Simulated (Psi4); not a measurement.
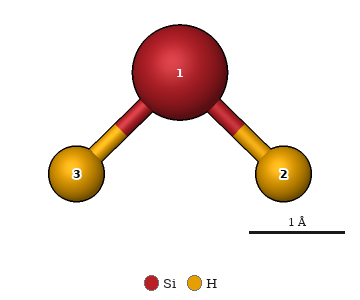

The structure (ball-and-stick view, seen at a tilt; atoms are numbered from 1 in the order of the input).

## SiH₂: excited-state calculation (part 1 of 2)

The run: excited-state calculation of SiH₂, SMILES [SiH2]. Method and program: EOM-CC3/2ZaPa-NR, RHF (Psi4 1.11).

The run did not end well. The geometry comes from this level: PBE0-D4/def2-TZVP.

The input (job.py)
```python
import psi4

psi4.set_memory(1600000000)
psi4.set_num_threads(1)
psi4.core.set_output_file('output.dat', False)

geom = psi4.geometry("""
0 1
Si    -0.92823347     0.88552566    -0.40364550
H      1.58793686     1.09339554     0.98738190
H     -0.65970339    -1.97892120    -0.58373640
units au
symmetry c1
no_reorient
no_com
""")

options = {'basis': '2ZaPa-NR', 'freeze_core': True, 'scf_type': 'pk', 'roots_per_irrep': [3]}
psi4.set_options(options)

result = psi4.energy('eom-cc3')
print(f'total energy {result:.8f} hartree = {result * 27.211386:.5f} eV')
for k, v in sorted(psi4.core.scalar_variables().items()):
    print(f'{k:45s} {v:18.10f}')
```

Hardware: 1 thread of Intel Xeon (Granite Rapids), 160 GiB of memory available, shared host.

Launched with:
```bash
python job.py
```

What the program printed
```
=> Loading Basis Set <=

    Name: 2ZAPA-NR
    Role: ORBITAL
    Keyword: BASIS

         ---------------------------------------------------------
                                   SCF
                              RHF Reference
                        1 Threads,   1525 MiB Core
         ---------------------------------------------------------

  ==> Geometry <==

    Molecular point group: c1
    Full point group: C1

    Geometry (in Bohr), charge = 0, multiplicity = 1:

       Center              X                  Y                   Z               Mass
    ------------   -----------------  -----------------  -----------------  -----------------
         SI          -0.928233470000     0.885525660000    -0.403645500000    27.976926534650
         H            1.587936860000     1.093395540000     0.987381900000     1.007825032230
         H           -0.659703390000    -1.978921200000    -0.583736400000     1.007825032230

  Running in c1 symmetry.

  Rotational constants: A =      7.04414  B =      1.16862  C =      1.00234 [cm^-1]
  Rotational constants: A = 211177.93956  B =  35034.42170  C =  30049.25078 [MHz]
  Nuclear repulsion =    9.956246047361171

  Charge       = 0
  Multiplicity = 1
  Electrons    = 16
  Nalpha       = 8
  Nbeta        = 8

  ==> Algorithm <==

  SCF Algorithm Type is PK.
  DIIS enabled.
  MOM disabled.
  Fractional occupation disabled.
  Guess Type is SAD.
  Energy threshold   = 1.00e-08
  Density threshold  = 1.00e-08
  Integral threshold = 1.00e-12

  ==> Primary Basis <==

  Basis Set: 2ZAPA-NR
    Blend: 2ZAPA-NR
    Number of shells: 19
    Number of basis functions: 39
    Number of Cartesian functions: 41
    Spherical Harmonics?: true
    Max angular momentum: 2

  ==> Integral Setup <==

  Using in-core PK algorithm.
   Calculation information:
      Number of atoms:                   3
      Number of AO shells:              19
      Number of primitives:             50
      Number of atomic orbitals:        41
      Number of basis functions:        39

      Integral cutoff                 1.00e-12
      Number of threads:                 1

  Performing in-core PK
  Using 609180 doubles for integral storage.
  We computed 18145 shell quartets total.
  Whereas there are 18145 unique shell quartets.

  ==> DiskJK: Disk-Based J/K Matrices <==

    J tasked:                  Yes
    K tasked:                  Yes
    wK tasked:                  No
    Memory [MiB]:             1144
    Schwarz Cutoff:          1E-12

  Minimum eigenvalue in the overlap matrix is 3.5357168549E-03.
  Reciprocal condition number of the overlap matrix is 5.9300001116E-04.
    Using symmetric orthogonalization.

  ==> Pre-Iterations <==

  SCF Guess: Superposition of Atomic Densities via on-the-fly atomic UHF (no occupation information).

   -------------------------
    Irrep   Nso     Nmo
   -------------------------
     A         39      39
   -------------------------
    Total      39      39
   -------------------------

  ==> Iterations <==

                        Total Energy        Delta E     RMS |[F,P]|

   @RHF iter SAD:  -289.43174632756018   -2.89432e+02   0.00000e+00
   @RHF iter   1:  -290.01153354658430   -5.79787e-01   1.92564e-03 DIIS/ADIIS
   @RHF iter   2:  -290.01854429866205   -7.01075e-03   5.59730e-04 DIIS/ADIIS
   @RHF iter   3:  -290.01936291541472   -8.18617e-04   1.27748e-04 DIIS/ADIIS
   @RHF iter   4:  -290.01941489576456   -5.19803e-05   2.51910e-05 DIIS
   @RHF iter   5:  -290.01941696268875   -2.06692e-06   3.02730e-06 DIIS
   @RHF iter   6:  -290.01941698928755   -2.65988e-08   3.48610e-07 DIIS
   @RHF iter   7:  -290.01941698974377   -4.56225e-10   8.94470e-08 DIIS
   @RHF iter   8:  -290.01941698977373   -2.99565e-11   1.72047e-08 DIIS
   @RHF iter   9:  -290.01941698977475   -1.02318e-12   2.50226e-09 DIIS
  Energy and wave function converged.

  ==> Post-Iterations <==

    Orbital Energies [Eh]
    ---------------------

    Doubly Occupied:

       1A    -68.797491     2A     -6.146483     3A     -4.249702
       4A     -4.247301     5A     -4.246212     6A     -0.674000
       7A     -0.456049     8A     -0.340004

    Virtual:

       9A     -0.003712    10A      0.050939    11A      0.061127
      12A      0.075219    13A      0.092722    14A      0.101795
      15A      0.141120    16A      0.189432    17A      0.248654
      18A      0.523005    19A      0.526706    20A      0.529182
      21A      0.532480    22A      0.532558    23A      0.554880
      24A      0.630768    25A      0.688024    26A      0.838966
      27A      1.030407    28A      1.169515    29A      1.745006
      30A      1.795496    31A      1.872175    32A      1.947497
      33A      2.346443    34A      2.363807    35A      2.665662
      36A      2.675658    37A      2.715198    38A      2.752002
      39A      2.831586

    Final Occupation by Irrep:
              A
    DOCC [     8 ]
    NA   [     8 ]
    NB   [     8 ]

  @RHF Final Energy:  -290.01941698977475

   => Energetics <=

    Nuclear Repulsion Energy =              9.9562460473611711
    One-Electron Energy =                -421.6368417495307881
    Two-Electron Energy =                 121.6611787123948432
    Total Energy =                       -290.0194169897747543

Computation Completed

Properties will be evaluated at   0.000000,   0.000000,   0.000000 [a0]

Properties computed using the SCF density matrix

 Multipole Moments:

 ------------------------------------------------------------------------------------
     Multipole            Electronic (a.u.)      Nuclear  (a.u.)        Total (a.u.)
 ------------------------------------------------------------------------------------

 L = 1.  Multiply by 2.5417464519 to convert [e a0] to [Debye]
 Dipole X            :         12.1327879          -12.0670351            0.0657527
 Dipole Y            :        -11.5745300           11.5118336           -0.0626965
 Dipole Z            :          5.2759878           -5.2473915            0.0285963
 Magnitude           :                                                    0.0952471

 ------------------------------------------------------------------------------------

	total time  =          0 seconds =       0.00 minutes
 MINTS: Wrapper to libmints.

   Calculation information:
      Number of threads:                 1
      Number of atoms:                   3
      Number of AO shells:              19
      Number of SO shells:              19
      Number of primitives:             50
      Number of atomic orbitals:        41
      Number of basis functions:        39

      Number of irreps:                  1
      Integral cutoff                 1.00e-12
      Number of functions per irrep: [  39 ]

 OEINTS: Overlap, kinetic, potential, dipole, and quadrupole integrals
         stored in file 35.

      Computing two-electron integrals...done
      Computed 241715 non-zero two-electron integrals.
        Stored in file 33.

	Wfn Parameters:
	--------------------
	Wavefunction         = CC3
	Number of irreps     = 1
	Number of MOs        = 39
	Number of active MOs = 34
	AO-Basis             = NONE
	Semicanonical        = false
	Reference            = RHF
	Print Level          = 1

	IRREP	# MOs	# FZDC	# DOCC	# SOCC	# VIRT	# FZVR
	-----	-----	------	------	------	------	------
	 A	   39	    5	    3	    0	    31	    0
	Transforming integrals...
	IWL integrals will be deleted.
	(OO|OO)...
	Presorting SO-basis two-electron integrals.
	Sorting File: SO Ints (nn|nn) nbuckets = 1
	Constructing frozen core operators
	Starting first half-transformation.
	Sorting half-transformed integrals.
	First half integral transformation complete.
	Starting second half-transformation.
	Two-electron integral transformation complete.
	(OO|OV)...
	Starting second half-transformation.
	Two-electron integral transformation complete.
	(OO|VV)...
	Starting second half-transformation.
	Two-electron integral transformation complete.
	(OV|OO)...
	Starting first half-transformation.
	Sorting half-transformed integrals.
	First half integral transformation complete.
	Starting second half-transformation.
	Two-electron integral transformation complete.
	(OV|OV)...
	Starting second half-transformation.
	Two-electron integral transformation complete.
	(OV|VV)...
	Starting second half-transformation.
	Two-electron integral transformation complete.
	(VV|OO)...
	Starting first half-transformation.
	Sorting half-transformed integrals.
	First half integral transformation complete.
	Starting second half-transformation.
	Two-electron integral transformation complete.
	(VV|OV)...
	Starting second half-transformation.
	Two-electron integral transformation complete.
	(VV|VV)...
	Starting second half-transformation.
	Two-electron integral transformation complete.
	Frozen core energy     =   -292.10545624248198

	Size of irrep 0 of <ab|cd> integrals:      0.924 (MW) /      7.388 (MB)
	Total:                                     0.924 (MW) /      7.388 (MB)

	Size of irrep 0 of <ia|bc> integrals:      0.089 (MW) /      0.715 (MB)
	Total:                                     0.089 (MW) /      0.715 (MB)

	Size of irrep 0 of tijab amplitudes:       0.009 (MW) /      0.069 (MB)
	Total:                                     0.009 (MW) /      0.069 (MB)

	Nuclear Rep. energy          =      9.95624604736117
	SCF energy                   =   -290.01941698977475
	One-electron energy          =    -12.80030765091412
	Two-electron energy          =      4.93010085626067
	Reference energy             =   -290.01941698977424

	total time  =          0 seconds =       0.00 minutes
            **************************
            *                        *
            *        CCENERGY        *
            *                        *
            **************************

    Nuclear Rep. energy (wfn)     =    9.956246047361171
    SCF energy          (wfn)     = -290.019416989774754
    Reference energy    (file100) = -290.019416989774243

    Input parameters:
    -----------------
    Wave function   =     CC3
    Reference wfn   =     RHF
    Brueckner       =     No
    Memory (Mbytes) =     1600.0
    Maxiter         =     50
    R_Convergence   =     1.0e-07
    E_Convergence   =     1.0e-06
    Restart         =     Yes
    DIIS            =     Yes
    AO Basis        =     NONE
    ABCD            =     NEW
    Cache Level     =     2
    Cache Type      =     LOW
    Print Level     =     1
    Num. of threads =     1
    # Amps to Print =     10
    Print MP2 Amps? =     No
    Analyze T2 Amps =     No
    Print Pair Ener =     No
    Local CC        =     No
    T3 Ws incore    =     No
    SCS-MP2         =     False
    SCSN-MP2        =     False
    SCS-CCSD        =     False

MP2 correlation energy -0.0891859748385266
                Solving CC Amplitude Equations
                ------------------------------
  Iter             Energy              RMS        T1Diag      D1Diag    New D1Diag    D2Diag
  ----     ---------------------    ---------   ----------  ----------  ----------   --------
     0        -0.089185974838527    0.000e+00    0.000000    0.000000    0.000000    0.139217
     1        -0.109809379590081    6.357e-02    0.006369    0.012048    0.012048    0.184783
     2        -0.119402186658621    2.807e-02    0.011832    0.022968    0.022968    0.216785
     3        -0.119814054439020    8.987e-03    0.014045    0.027749    0.027749    0.227224
     4        -0.119983433407024    2.924e-03    0.014553    0.028986    0.028986    0.230424
     5        -0.119942563194931    1.058e-03    0.014566    0.029103    0.029103    0.230864
     6        -0.119942392060462    4.207e-04    0.014529    0.029062    0.029062    0.231092
     7        -0.119948909862501    1.261e-04    0.014508    0.029022    0.029022    0.231179
     8        -0.119946164024980    3.903e-05    0.014497    0.028997    0.028997    0.231178
     9        -0.119945705618779    1.276e-05    0.014494    0.028988    0.028988    0.231178
    10        -0.119945649607954    3.895e-06    0.014493    0.028987    0.028987    0.231179
    11        -0.119945746935566    8.776e-07    0.014493    0.028986    0.028986    0.231179
    12        -0.119945747407243    2.618e-07    0.014493    0.028986    0.028986    0.231179
    13        -0.119945742195657    7.577e-08    0.014493    0.028986    0.028986    0.231179

    Iterations converged.

    Largest TIA Amplitudes:
              2   8         0.0184364267
              0   8         0.0147610728
              1   7         0.0128007528
              2   1         0.0092544199
              2   9        -0.0090832352
              1  19        -0.0070096950
              1   5         0.0064184330
              0  15        -0.0061586091
              1   2         0.0059580380
              2   3        -0.0055188410

    Largest TIjAb Amplitudes:
      2   2   0   0        -0.0895780970
      2   2   7   7        -0.0603496931
      2   2   0   4        -0.0478013288
      2   2   4   0        -0.0478013288
      2   2   0  13         0.0411610721
      2   2  13   0         0.0411610721
      1   1   7   7        -0.0389035367
      0   0   0   0        -0.0337600391
      0   2   0   0        -0.0326377600
      2   0   0   0        -0.0326377600

    SCF energy       (wfn)                    = -290.019416989774754
    Reference energy (file100)                = -290.019416989774243

    Opposite-spin MP2 correlation energy      =   -0.080079641534353
    Same-spin MP2 correlation energy          =   -0.009106333304173
    Singles MP2 correlation energy            =   -0.000000000000000
    MP2 correlation energy                    =   -0.089185974838527
      * MP2 total energy                      = -290.108602964612771
    CC3 correlation energy                    =   -0.119945742195657
      * CC3 total energy                      = -290.139362731969925

			**************************
			*                        *
			*         CCHBAR         *
			*                        *
			**************************

Dots of (HeT1)c in names "CC3 Wxxx" in CC3_HET1
<WAmEf (Am,Ef) | WAmEf (Am,Ef)> =    1.2691875879
<WMnIe (Mn,Ie) | WMnIe (Mn,Ie)> =    0.1037261470
<WMnIj (Mn,Ij) | WMnIj (Mn,Ij)> =    1.3445663644
<WMbIj (Ij,Mb) | WMbIj (Ij,Mb)> =    0.1048776629
<WMbIj (Mb,Ij) | WMbIj (Mb,Ij)> =    0.1048776629
<WMbEj (ME,jb) | WMbEj (ME,jb)> =    0.1914746199
<WMbeJ (Me,Jb) | WMbeJ (Me,Jb)> =   11.0849971270
<WAbEi (Ie,bA) | WAbEi (Ie,bA)> =    1.2801500410

	**********************************************************
	*  CCEOM: An Equation of Motion Coupled Cluster Program  *
	**********************************************************

	Nuclear Rep. energy (wfn)     =    9.956246047361171
	SCF energy          (wfn)     = -290.019416989774754
	Reference energy    (file100) = -290.019416989774243
	CC3 energy          (file100) =   -0.119945742195657

	Input parameters:
	-----------------
	Reference wfn   =     RHF
	Reference EOM wfn=     RHF
	Memory (Mbytes) =  1600.0
	ABCD            =     NEW
	Cache Level     =    2
	Cache Type      =     LRU
	T3 Ws incore  =      No
	Num. of threads =     1
	Local CC        =     No
```
